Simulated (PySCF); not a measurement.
```xyz
15
charge 0, multiplicity 2
C     2.7214   -0.4573   -0.1186
S     1.3024    0.6109   -0.4967
Si   -0.2054   -0.3984    0.7107
N    -0.2204   -2.0214    0.1185
C    -1.7795    0.6237    0.4349
C    -1.8323    1.5985   -0.7205
C    -1.7439    2.1292    0.4566
H     2.4314   -1.4975   -0.2227
H     3.0618   -0.2589    0.8929
H     3.5034   -0.2088   -0.8290
H    -0.7840   -2.7173    0.5774
H    -0.1956   -2.1867   -0.8798
H    -2.7108    0.1433    0.7384
H    -1.8683    1.6735   -1.7782
H    -1.6845    2.9751    1.0942
```

Describe the molecule in this file.

It has 15 atoms: 4 carbon, 8 hydrogen, 1 nitrogen, 1 sulfur and 1 silicon (C₄H₈NSSi). As SMILES it reads `CS[Si](N)C1C=C1`. Independent rings (smallest set): 1 of 3 members. Among its groups: alkene, Si–N bond. The point group is C1. It is an open-shell species. Coordination, clear cases only: 1 C tetrahedral; 1 S bent; 1 Si trigonal pyramidal.

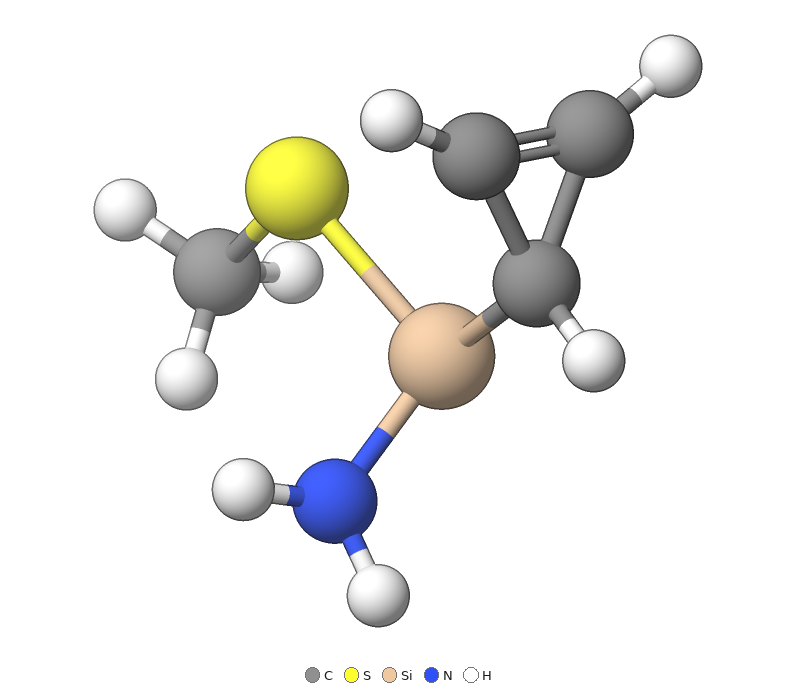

The picture comes from a calculation with PySCF.
